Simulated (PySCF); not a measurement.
System (SMILES): N#P (N-P).
Geometry (B3LYP-D3(BJ)/def2-TZVP, fixed):
```
N
P 1 1.4828
```
Charge 0, spin multiplicity 1.

Basis-set convergence of the mean static polarisability at PBE0 with PySCF. All functions are spherical. Density fitting with generated auxiliary sets. No added dispersion term, no relativity. Reference: the value in aug-cc-pV(5+d)Z, 28.16 bohr³, itself unsure by roughly 0.3 % (its mean distance from aug-pcseg-3, aug-cc-pV(Q+d)Z, aug-pcseg-2). Deviations are taken from unrounded values.

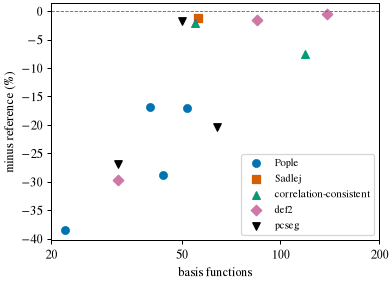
*Deviation from the reference against the number of basis functions, by family of sets.*

```tsv
basis	functions	mean static polarisability (bohr³)	minus reference (%)
3-21G	22	17.34	-38.4
def2-SVP	32	19.81	-29.6
pcseg-1	32	20.57	-26.9
6-31+G*	40	23.40	-16.9
6-311G**	44	20.03	-28.9
aug-pcseg-1	50	27.65	-1.8
6-311+G**	52	23.36	-17.0
aug-cc-pV(D+d)Z	55	27.57	-2.1
Sadlej pVTZ	56	27.81	-1.2
pcseg-2	64	22.44	-20.3
def2-TZVPPD	85	27.73	-1.5
cc-pV(Q+d)Z	119	26.03	-7.6
def2-QZVPPD	139	28.03	-0.5
```
